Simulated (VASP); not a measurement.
Band structure of MoP (space group P-6m2). Computed with LDA (Ceperley-Alder, Perdew-Zunger), VASP's LDA PAW potentials (set 64) (plane waves; VASP).

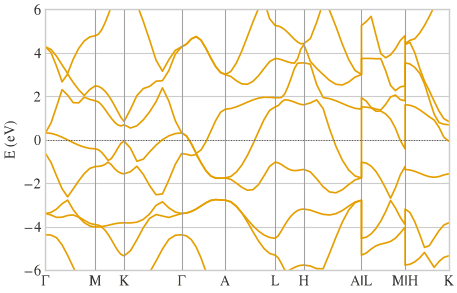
Figure. Bands along high-symmetry lines, zero at the valence-band maximum or, without a gap, the Fermi level

Question: Read the plot: is there a gap, and where are the band edges?

Answer: It has no gap at this level: it comes out as a metal or semimetal. (Edges off the drawn lines would not show.)

The structure comes from a computed database's MoP entry (P-6m2); how it stands against other phases isn't given here. It was relaxed first. The electron count is odd and the run is not spin-polarised, which forces a metal.
